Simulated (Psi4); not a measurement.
# GaHClOF (SMILES [OH][Ga]([F])[Cl]), step by step

Wanted: a structure relaxation (singlet GaHClOF, PBE0/def2-TZVPD), then a single-point energy (doublet GaHClOF+, UPBE0/def2-TZVPD), then a structure relaxation (doublet GaHClOF+, UPBE0/def2-TZVPD), then the energy (doublet GaHClOF−, UPBE0/def2-TZVPD) of ClFGaHO. 

The calculation is run with Psi4 1.11.

**1. The structure to begin with**

GaHClOF: 5 atoms, total charge 0, spin state singlet. SMILES: `[OH][Ga]([F])[Cl]`. The shape is that of a PBE0-D4/def2-TZVP optimisation. This is one conformer, not always the lowest. The run starts from this shape.

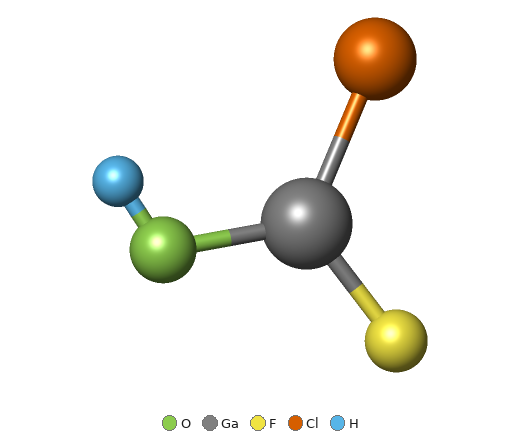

The structure, seen from a chosen angle (oxygen green, gallium grey, fluorine yellow, chlorine orange, hydrogen blue).

**2. A geometry optimisation at PBE0/def2-TZVPD (density fitting) (run 1)**

File calc.py:

```python
import psi4

psi4.set_memory(1600000000)
psi4.set_num_threads(1)
psi4.set_output_file('clfgaho.out', False)

geom = psi4.geometry("""
O     -0.411400    -1.212900     0.567400
Ga     0.024700     0.194000    -0.397200
F     -0.341800     0.143700    -2.089800
Cl     0.960300     1.923100     0.382300
H     -0.182000    -1.121400     1.495800
symmetry c1
""")

result, w = psi4.optimize("pbe0/def2-TZVPD", return_wfn=True)
print(f'pbe0/def2-TZVPD energy: {result:.10f} Eh')
print(geom.to_string(dtype='xyz', units='Angstrom'))
for k, v in sorted(psi4.core.scalar_variables().items()):
    print(f'{k:45s} {v:18.10f}')
```

Run with:

```bash
$ python calc.py
```

clfgaho.out:

```text
[...]
  Running in c1 symmetry.
[...]
  Nuclear repulsion =  365.182967679583953
[...]
  Multiplicity = 1
[...]
  Nalpha       = 33
  Nbeta        = 33
[...]
    Number of basis functions: 189
[...]
   @DF-RKS iter   1: -2558.37326277942702   -1.53108e+00   1.75014e-02 DIIS/ADIIS
[...]
   @DF-RKS iter   7: -2560.37027277712377   -4.54747e-12   6.43317e-09 DIIS
[...]
  @DF-RKS Final Energy: -2560.37027277712377
   => Energetics <=
    Nuclear Repulsion Energy =            365.0669351263001090
    One-Electron Energy =               -4291.3615737783266013
    Two-Electron Energy =                1458.2955299888710670
    DFT Exchange-Correlation Energy =     -92.3711641139685469
    Empirical Dispersion Energy =           0.0000000000000000
    VV10 Nonlocal Energy =                  0.0000000000000000
    Total Energy =                      -2560.3702727771237733
[...]
 Multipole Moments:
 ------------------------------------------------------------------------------------
     Multipole            Electronic (a.u.)      Nuclear  (a.u.)        Total (a.u.)
 ------------------------------------------------------------------------------------
 L = 1.  Multiply by 2.5417464519 to convert [e a0] to [Debye]
 Dipole X            :         -0.1056080            0.2763536            0.1707456
 Dipole Y            :          0.8744659           -0.8850256           -0.0105597
 Dipole Z            :         -2.4561189            3.3190546            0.8629357
 Magnitude           :                                                    0.8797292
[...]
  -Total Gradient:
     Atom            X                  Y                   Z
    ------   -----------------  -----------------  -----------------
       1        0.000033975469     0.000042544731     0.000083789756
       2       -0.000059377051    -0.000130842088    -0.000034894807
       3       -0.000010485386    -0.000038226648     0.000044033886
       4       -0.000005334732    -0.000034620842     0.000059588768
       5       -0.000026131801    -0.000068490829     0.000024160455
[...]
    Final optimized geometry and variables:
    Molecular point group: c1
    Full point group: C1
    Geometry (in Angstrom), charge = 0, multiplicity = 1:
    O           -0.569569553792    -1.662846392300     0.875218503208
    GA          -0.132159831503    -0.254681296145    -0.087297023409
    F           -0.501307203921    -0.310576197474    -1.780070466215
    CL           0.803313786592     1.476958064345     0.686791459185
    H           -0.344818315059    -1.583545396597     1.806007122856
[...]
```

The script printed:

```text
Optimizer: Optimization complete!
pbe0/def2-TZVPD energy: -2560.3702727771 Eh
5
0 1 ClFGaHO
O                    -0.569569553792    -1.662846392300     0.875218503208
Ga                   -0.132159831503    -0.254681296145    -0.087297023409
F                    -0.501307203921    -0.310576197474    -1.780070466215
Cl                    0.803313786592     1.476958064345     0.686791459185
H                    -0.344818315059    -1.583545396597     1.806007122856

CURRENT ENERGY                                  -2560.3702727771
CURRENT REFERENCE ENERGY                        -2560.3702727771
DD SOLVATION ENERGY                                 0.0000000000
DFT FUNCTIONAL TOTAL ENERGY                     -2560.3702727771
DFT TOTAL ENERGY                                -2560.3702727771
DFT VV10 ENERGY                                     0.0000000000
DFT XC ENERGY                                     -92.3711641140
GRID ELECTRONS ALPHA                               33.0000200035
GRID ELECTRONS BETA                                33.0000200035
GRID ELECTRONS TOTAL                               66.0000400070
NUCLEAR REPULSION ENERGY                          365.0669351263
ONE-ELECTRON ENERGY                             -4291.3615737783
OPTIMIZATION ITERATIONS                             5.0000000000
PCM POLARIZATION ENERGY                             0.0000000000
PE ENERGY                                           0.0000000000
SCF ITERATION ENERGY                            -2560.3702727771
SCF ITERATIONS                                      7.0000000000
SCF TOTAL ENERGY                                -2560.3702727771
TWO-ELECTRON ENERGY                              1458.2955299889
XC GRID RADIAL POINTS                              75.0000000000
XC GRID SPHERICAL POINTS                          302.0000000000
XC GRID TOTAL POINTS                           109795.0000000000
```

Run time: 57 s. Hardware: 1 thread of Intel Xeon Platinum 8375C at 2.90GHz (Ice Lake), shared host; peak memory 0.96 GiB.

The path in brief:

| step | energy from the first frame kept (eV) | largest force (eV/Å) |
| --- | --- | --- |
| 0 | 0.0000 | 0.0305 |
| 1 | -0.0001 | 0.0205 |
| 2 | -0.0002 | 0.0113 |
| 3 | -0.0001 | 0.0227 |
| 4 | -0.0002 | 0.0076 |

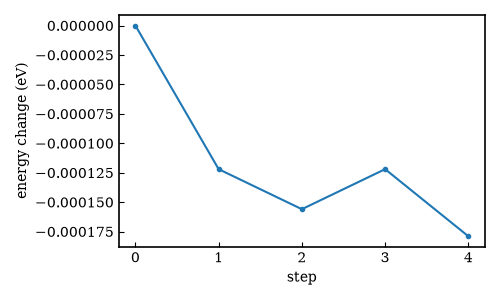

Energy along the run.

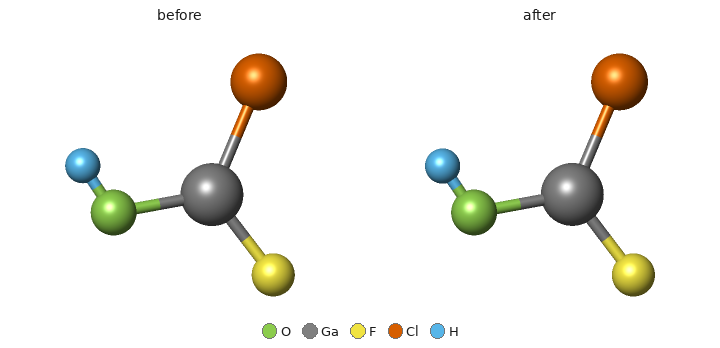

Before and after, at one scale.

After the run. Bond lengths: O1–Ga2 1.761 Å, Ga2–F3 1.733 Å, Ga2–Cl4 2.115 Å, O1–H5 0.961 Å. Angles: O1–Ga2–F3 117.1°, O1–Ga2–Cl4 124.4°, F3–Ga2–Cl4 118.6°, Ga2–O1–H5 113.9°.

**3. The doublet cation: the energy at UPBE0/def2-TZVPD (density fitting) (run 2)**

File calc.dat:

```
memory 1600 MB

molecule {
  1 2
  O     -0.77880527    -2.29374579     1.07133865
  Ga     0.04777984     0.36730040    -0.74755298
  F     -0.64980878     0.26167416    -3.94643034
  Cl     1.81556760     3.63962385     0.71526323
  H     -0.35408743    -2.14388862     2.83027494
  units au
  symmetry c1
}

set {
  basis def2-TZVPD
  reference uks
}

energy_value, wavefunction = energy('pbe0', return_wfn=True)
```

Run with:

```bash
$ psi4 -n 1 calc.dat calc.out
```

calc.out:

```text
[...]
  Running in c1 symmetry.
[...]
  Nuclear repulsion =  365.066964000609119
[...]
  Multiplicity = 2
[...]
  Nalpha       = 33
  Nbeta        = 32
[...]
    Number of basis functions: 189
[...]
   @DF-UKS iter   1: -2557.79795098001887   -9.58269e-01   1.76269e-02 DIIS/ADIIS
[...]
   @DF-UKS iter  51: -2559.92899540016788   -2.87290e-07   3.38827e-07 DIIS
[...]
   @S^2 Observed:                7.638761128E-01
[...]
    Orbital Energies [Eh]
    ---------------------
    Alpha Occupied:
       1A   -373.202406     2A   -102.005109     3A    -46.344071
       4A    -41.060336     5A    -41.055709     6A    -41.054153
       7A    -24.942226     8A    -19.564943     9A     -9.828157
      10A     -7.564030    11A     -7.557626    12A     -7.551732
      13A     -5.863268    14A     -4.137425    15A     -4.128763
      16A     -4.124888    17A     -1.379407    18A     -1.362509
      19A     -1.178224    20A     -1.161705    21A     -1.158270
      22A     -1.153764    23A     -1.147184    24A     -1.109561
      25A     -0.828879    26A     -0.731744    27A     -0.709266
      28A     -0.677532    29A     -0.649664    30A     -0.647940
      31A     -0.614153    32A     -0.611492    33A     -0.603240
[...]
  @DF-UKS Final Energy: -2559.92899540016788
   => Energetics <=
    Nuclear Repulsion Energy =            365.0669640006091186
    One-Electron Energy =               -4274.7354860979257865
    Two-Electron Energy =                1441.8406741815992973
    DFT Exchange-Correlation Energy =     -92.1011474844502231
    Empirical Dispersion Energy =           0.0000000000000000
    VV10 Nonlocal Energy =                  0.0000000000000000
    Total Energy =                      -2559.9289954001678780
[...]
 Multipole Moments:
 ------------------------------------------------------------------------------------
     Multipole            Electronic (a.u.)      Nuclear  (a.u.)        Total (a.u.)
 ------------------------------------------------------------------------------------
 L = 1.  Multiply by 2.5417464519 to convert [e a0] to [Debye]
 Dipole X            :          0.0586858            0.2763522            0.3350380
 Dipole Y            :          0.7257690           -0.8850258           -0.1592568
 Dipole Z            :         -1.3188072            3.3190563            2.0002491
 Magnitude           :                                                    2.0343573
[...]
```

It took 56 s on 1 thread of Intel Xeon Platinum 8375C at 2.90GHz (Ice Lake), shared host; peak memory 0.83 GiB.

**4. The doublet cation: a geometry optimisation at UPBE0/def2-TZVPD (density fitting) (run 3)**

File calc.py:

```python
import psi4

psi4.set_memory('1600 MB')
psi4.set_num_threads(1)
psi4.set_output_file('run.log', False)

geom = psi4.geometry("""
1 2
O     -0.412126    -1.213798     0.566928
Ga     0.025284     0.194367    -0.395588
F     -0.343864     0.138472    -2.088361
Cl     0.960757     1.926006     0.378501
H     -0.187375    -1.134497     1.497717
symmetry c1
""")

psi4.set_options(dict(basis='def2-TZVPD', reference='uks', geom_maxiter=50))

e = psi4.optimize("PBE0", molecule=geom)
print('E =', round(e, 9))
print(geom.to_string(dtype='xyz', units='Angstrom'))
```

Run with:

```bash
$ python calc.py
```

run.log:

```text
[...]
  Running in c1 symmetry.
[...]
  Nuclear repulsion =  365.066963598024131
[...]
  Multiplicity = 2
[...]
  Nalpha       = 33
  Nbeta        = 32
[...]
    Number of basis functions: 189
[...]
   @DF-UKS iter   0: -2559.95586382700594   -2.55996e+03   3.28560e-04
[...]
   @DF-UKS iter   9: -2559.95175771445429   -1.31877e-11   9.21316e-09 DIIS
[...]
   @S^2 Observed:                7.582493292E-01
[...]
  @DF-UKS Final Energy: -2559.95175771445429
   => Energetics <=
    Nuclear Repulsion Energy =            366.9362637749908345
    One-Electron Energy =               -4278.4080728464869026
    Two-Electron Energy =                1443.6169288513506217
    DFT Exchange-Correlation Energy =     -92.0968774943091546
    Empirical Dispersion Energy =           0.0000000000000000
    VV10 Nonlocal Energy =                  0.0000000000000000
    Total Energy =                      -2559.9517577144542884
[...]
 Multipole Moments:
 ------------------------------------------------------------------------------------
     Multipole            Electronic (a.u.)      Nuclear  (a.u.)        Total (a.u.)
 ------------------------------------------------------------------------------------
 L = 1.  Multiply by 2.5417464519 to convert [e a0] to [Debye]
 Dipole X            :         -0.7903757            0.5410625           -0.2493132
 Dipole Y            :          0.8128304           -1.0277801           -0.2149497
 Dipole Z            :         -3.3293787            4.5748106            1.2454319
 Magnitude           :                                                    1.2882007
[...]
  -Total Gradient:
     Atom            X                  Y                   Z
    ------   -----------------  -----------------  -----------------
       1       -0.000037850353     0.000008983232    -0.000076944265
       2        0.000000714581     0.000072218537    -0.000070414193
       3        0.000026785829     0.000134123175    -0.000032956520
       4        0.000023748258    -0.000000996992    -0.000009952173
       5       -0.000047555866    -0.000002513967    -0.000079048747
[...]
    Final optimized geometry and variables:
    Molecular point group: c1
    Full point group: C1
    Geometry (in Angstrom), charge = 1, multiplicity = 2:
    O           -0.000763118745    -1.362929148605     1.087633800178
    GA          -0.165330342114    -0.142573738866    -0.313654063750
    F           -0.756123088800    -0.365868444822    -1.873844371537
    CL           0.754347470835     1.141761223779     1.085210590918
    H           -0.601135724260    -1.337783532041     1.859110406442
[...]
```

The script printed:

```text
Optimizer: Optimization complete!
E = -2559.951757714
5
1 2 ClFGaHO
O                    -0.000763118745    -1.362929148605     1.087633800178
Ga                   -0.165330342114    -0.142573738866    -0.313654063750
F                    -0.756123088800    -0.365868444822    -1.873844371537
Cl                    0.754347470835     1.141761223779     1.085210590918
H                    -0.601135724260    -1.337783532041     1.859110406442
```

Run time: 14 min. Hardware: 1 thread of Intel Xeon Platinum 8375C at 2.90GHz (Ice Lake), shared host; peak memory 0.98 GiB.

The path in brief:

| step | energy from the first frame kept (eV) | largest force (eV/Å) |
| --- | --- | --- |
| 0 | 0.0000 | 2.7903 |
| 2 | -0.1791 | 0.9071 |
| 4 | -0.2549 | 2.3318 |
| 6 | -0.4067 | 0.3154 |
| 8 | -0.4765 | 0.3399 |
| 10 | -0.5298 | 0.2173 |
| 12 | -0.5375 | 0.0740 |
| 14 | -0.5523 | 0.2248 |
| 16 | 0.1905 | 4.4654 |
| 18 | -0.5297 | 0.4007 |
| 20 | -0.5717 | 0.4289 |
| 22 | -0.5649 | 0.4536 |
| 24 | -0.5810 | 0.4998 |
| 26 | -0.5845 | 0.7158 |
| 28 | -0.5974 | 0.5106 |
| 30 | -0.6183 | 0.1595 |
| 32 | -0.6194 | 0.0112 |
| 33 | -0.6194 | 0.0072 |

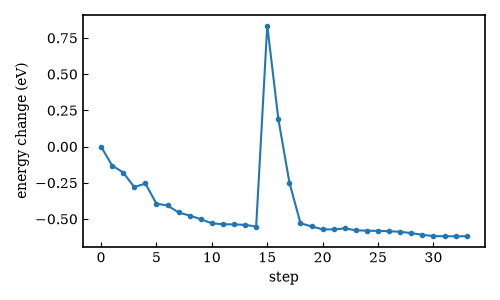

Energy along the run.

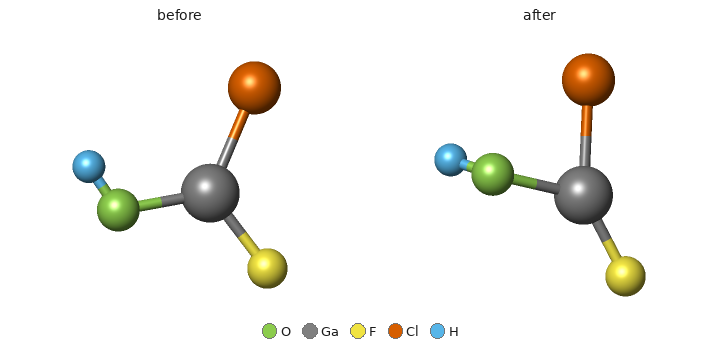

Before and after, at one scale.

After the run. Bond lengths: O1–Ga2 1.865 Å, Ga2–F3 1.683 Å, Ga2–Cl4 2.110 Å, O1–H5 0.978 Å. Angles: O1–Ga2–F3 129.8°, O1–Ga2–Cl4 82.1°, F3–Ga2–Cl4 148.0°, Ga2–O1–H5 121.4°.

**5. The doublet anion: a single-point energy at UPBE0/def2-TZVPD (density fitting) (run 4)**

File job.inp:

```
memory 1600 mb

molecule m {
  -1 2
  O
  Ga 1 r2
  F 2 r3 1 a3
  Cl 2 r4 3 a4 1 d4
  H 1 r5 2 a5 3 d5

  r2 = 1.760879
  r3 = 1.733458
  a3 = 117.07119
  r4 = 2.114922
  a4 = 118.55603
  d4 = -179.99227
  r5 = 0.960817
  a5 = 113.91741
  d5 = -179.99641
  units angstrom
  symmetry c1
}

set {
  basis     def2-TZVPD
  reference uks
}

result, w = energy('pbe0', return_wfn=True)
```

Run with:

```bash
$ psi4 -i job.inp -o job.out -n 1
```

job.out:

```text
[...]
  Running in c1 symmetry.
[...]
  Nuclear repulsion =  365.066947664454744
[...]
  Multiplicity = 2
[...]
  Nalpha       = 34
  Nbeta        = 33
[...]
    Number of basis functions: 189
[...]
   @DF-UKS iter   1: -2558.08934915545251   -1.24967e+00   1.80598e-02 ADIIS/DIIS
[...]
   @DF-UKS iter  12: -2560.38139917384433   -9.84655e-08   5.94711e-07 DIIS
[...]
   @S^2 Observed:                7.515812426E-01
[...]
    Orbital Energies [Eh]
    ---------------------
    Alpha Occupied:
       1A   -372.741517     2A   -101.528753     3A    -45.883920
       4A    -40.598747     5A    -40.595781     6A    -40.594506
       7A    -24.556952     8A    -19.039656     9A     -9.356695
      10A     -7.087990    11A     -7.083883    12A     -7.083355
      13A     -5.404383    14A     -3.676431    15A     -3.670111
      16A     -3.666949    17A     -1.001522    18A     -0.855122
      19A     -0.720845    20A     -0.702036    21A     -0.699852
      22A     -0.696679    23A     -0.691401    24A     -0.654000
      25A     -0.358515    26A     -0.298968    27A     -0.256444
      28A     -0.244849    29A     -0.238957    30A     -0.199475
      31A     -0.190231    32A     -0.176951    33A     -0.170799
      34A      0.042478
[...]
  @DF-UKS Final Energy: -2560.38139917384433
   => Energetics <=
    Nuclear Repulsion Energy =            365.0669476644547444
    One-Electron Energy =               -4304.5192988071785294
    Two-Electron Energy =                1471.5844107014595465
    DFT Exchange-Correlation Energy =     -92.5134587325800908
    Empirical Dispersion Energy =           0.0000000000000000
    VV10 Nonlocal Energy =                  0.0000000000000000
    Total Energy =                      -2560.3813991738443292
[...]
 Multipole Moments:
 ------------------------------------------------------------------------------------
     Multipole            Electronic (a.u.)      Nuclear  (a.u.)        Total (a.u.)
 ------------------------------------------------------------------------------------
 L = 1.  Multiply by 2.5417464519 to convert [e a0] to [Debye]
 Dipole X            :          0.0001301            0.0002925            0.0004225
 Dipole Y            :         -2.1527363            2.4201057            0.2673695
 Dipole Z            :          2.6175522           -2.4533376            0.1642146
 Magnitude           :                                                    0.3137723
[...]
```

Run time: 17 s. Hardware: 1 thread of Intel Xeon Platinum 8375C at 2.90GHz (Ice Lake), shared host; peak memory 0.83 GiB.

**6. Outcome**

```
                                                               quantity           value
                        run 1, PBE0/def2-TZVPD: total energy at the end  -2560.37027 Eh
                                  run 1, PBE0/def2-TZVPD: dipole moment          2.24 D
                                    run 1, PBE0/def2-TZVPD: HOMO energy        -9.71 eV
                                    run 1, PBE0/def2-TZVPD: LUMO energy        -1.87 eV
                                  run 1, PBE0/def2-TZVPD: HOMO–LUMO gap         7.84 eV
                                    doublet cation, run 2: total energy  -2559.92900 Eh
              doublet cation, run 2: HOMO energy (highest over α and β)       -15.78 eV
               doublet cation, run 2: LUMO energy (lowest over α and β)       -14.30 eV
                                            doublet cation, run 2: ⟨S²⟩           0.764
                         doublet cation, run 3: total energy at the end  -2559.95176 Eh
              doublet cation, run 3: HOMO energy (highest over α and β)       -16.10 eV
               doublet cation, run 3: LUMO energy (lowest over α and β)       -12.32 eV
                                            doublet cation, run 3: ⟨S²⟩           0.758
                                            doublet anion: total energy  -2560.38140 Eh
                      doublet anion: HOMO energy (highest over α and β)         1.16 eV
                       doublet anion: LUMO energy (lowest over α and β)         2.74 eV
                                                    doublet anion: ⟨S²⟩           0.752
adiabatic ionisation energy (to the doublet cation, no zero-point term)       11.388 eV
```

What this shows: The adiabatic ionisation energy (to the doublet cation, no zero-point term) is 11.39 eV (1099 kJ/mol). The optimisation (run 1, PBE0/def2-TZVPD) took 5 steps and changed the energy by -0.000 eV. The optimisation (doublet cation, run 3) took 34 steps and changed the energy by -0.619 eV. The HOMO (doublet anion) lies at positive energy, 1.16 eV; only total energies tell whether the electron is bound.
